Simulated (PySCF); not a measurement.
H3BCl2Si, SMILES [SiH3]B(Cl)Cl at its B3LYP/def2-SVP optimised geometry (Å):

```
7

B      0.1639     0.6889     0.0000
Cl    -0.6722     2.2386     0.0000
Cl     1.9216     0.6889     0.0000
Si    -0.9207    -1.0279    -0.0240
H     -0.0606    -2.2386     0.1144
H     -1.6656    -1.1086    -1.3177
H     -1.9216    -1.0071     1.0849
```

Method: B3LYP/def2-TZVP (PySCF). Cells within 0.4 Å of a nucleus heavier than hydrogen are left out (blank, or x).

Map of the deformation density (molecule minus spherical neutral atoms) (e/bohr³) on the plane z = 0.0 Å:

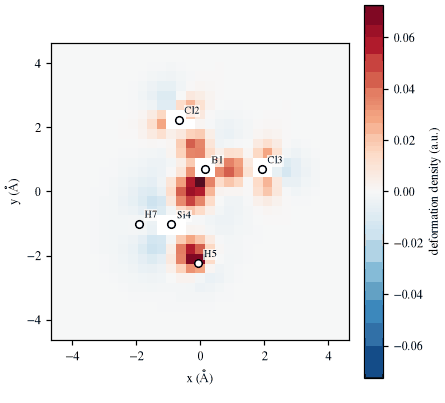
Figure. Deformation density (molecule minus spherical neutral atoms) (e/bohr³) on the plane z = 0.0 Å.
